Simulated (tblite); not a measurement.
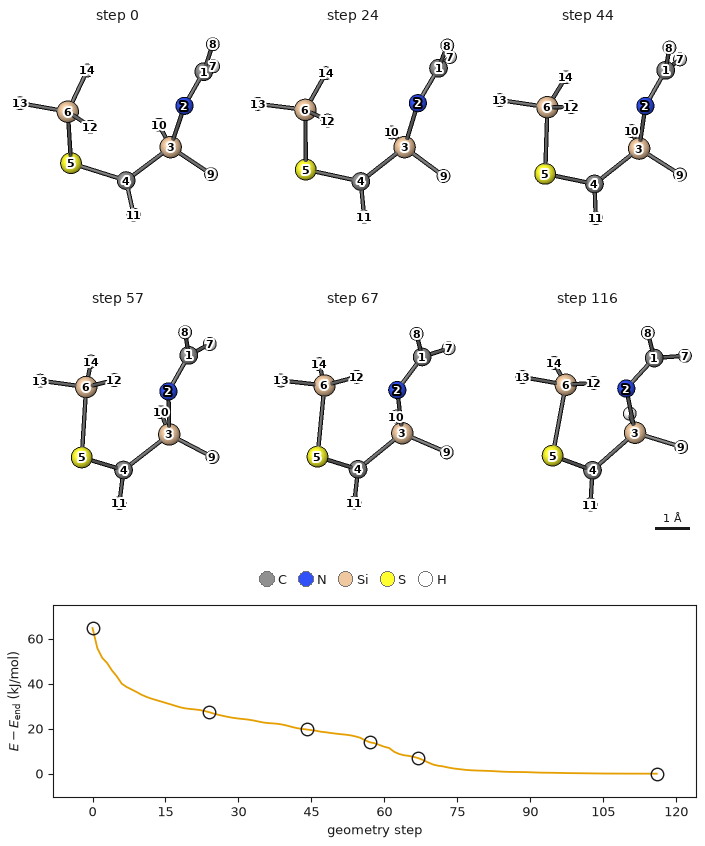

Frames of a relaxation of C2H8NSSi2 (multiplicity 2), marked on the history of the run. The picture is a ball-and-stick view, seen at a tilt.

All numbers below come from GFN2-xTB geometry optimisation, gas phase in tblite. 

Describe the path.

Over 116 geometry steps the energy falls by 64.8 kJ/mol. H12 moves most after the best rigid fit: 1.32 Å. Largest moves by element: H 1.32 Å, S 1.00 Å, Si 0.93 Å, N 0.87 Å, C 0.75 Å. Among the contacts that change: C1–Si6 4.526 → 2.890 Å, N2–Si6 3.667 → 2.062 Å, Si3–Si6 3.931 → 3.298 Å, C4–S5 1.744 → 1.696 Å. Among the angles between lasting bonds that change: H12–Si6–H14 112.2° → 145.7°, S5–Si6–H13 107.9° → 93.7°, N2–Si3–C4 110.0° → 97.5°. Groups turn about C4–S5 by about 65°, Si3–C4 by about 60°, N2–Si3 by about 40°. Cost: 0.82 s on 1 thread of Arm Neoverse V2 (shared host). From step 0 to 24: S and H atoms move most (0.38 Å), energy −37.4 kJ/mol. From step 24 to 44: H12 moves most (0.49 Å), energy −7.66 kJ/mol. From step 44 to 57: H12 moves most (0.54 Å), energy −5.69 kJ/mol. From step 57 to 67: H atoms move most (0.28 Å), energy −7.08 kJ/mol. From step 67 to 116: H7 moves most (0.26 Å), energy −6.89 kJ/mol.

```csv
step,"E − E(0), kJ/mol"
0,0.00
1,-9.01
2,-13.28
3,-15.55
4,-18.87
5,-21.49
6,-24.72
7,-26.21
8,-27.27
9,-28.38
10,-29.57
16,-33.90
21,-36.17
27,-39.13
32,-40.71
38,-42.57
43,-44.85
49,-46.67
55,-48.76
60,-52.80
66,-57.27
71,-61.21
77,-63.12
83,-63.70
88,-64.02
94,-64.35
99,-64.53
105,-64.68
110,-64.73
116,-64.75
```
